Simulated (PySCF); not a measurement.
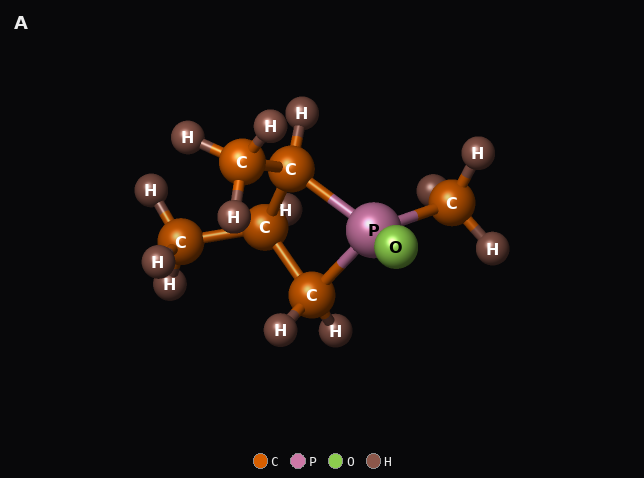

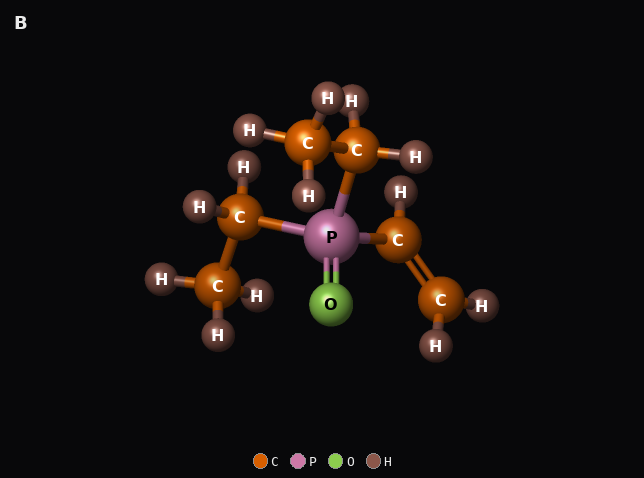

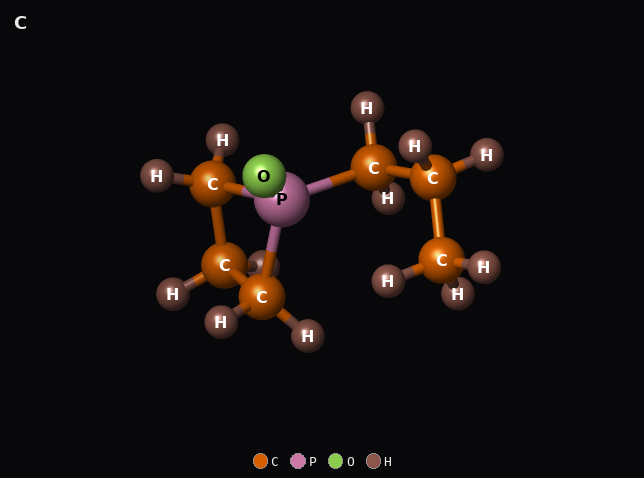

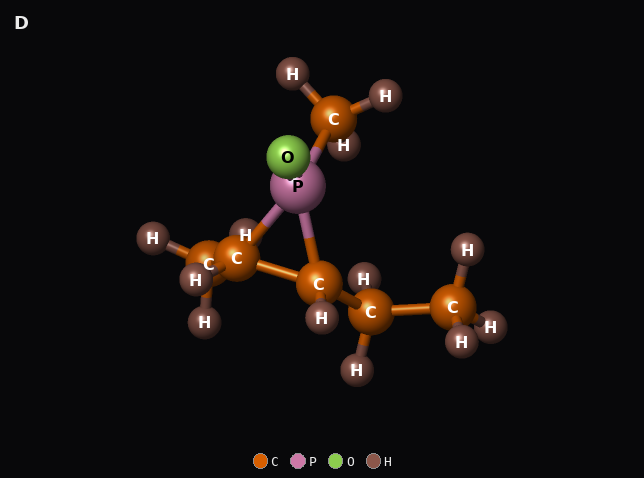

4 stationary structures of one formula. Geometries: GFN2-xTB. Electronic energies: PBE0/pcSseg-1 (PySCF 2.14.0), without zero-point energy. No frequency run is at hand to confirm each as a minimum. Each is one conformer, not always the lowest.

How are they related?

They are constitutional isomers of C6H13OP: A `C[C@@H]1C[P@](C)(=O)[C@@H]1C`, B `C=CP(=O)(CC)CC`, C `CCCP1(=O)CCC1`, D `CC[C@@H]1[C@H](C)[P@@]1(C)=O`.

Which structure is the most stable?

A is lowest; C lies 17.0 kJ/mol above it, B lies 34.2 kJ/mol above it, D lies 78.7 kJ/mol above it.

The geometry is semi-empirical. Around P such bond lengths and angles can be off by a tenth of an ångström or more and by several degrees, and values that hang on the shape move with them.
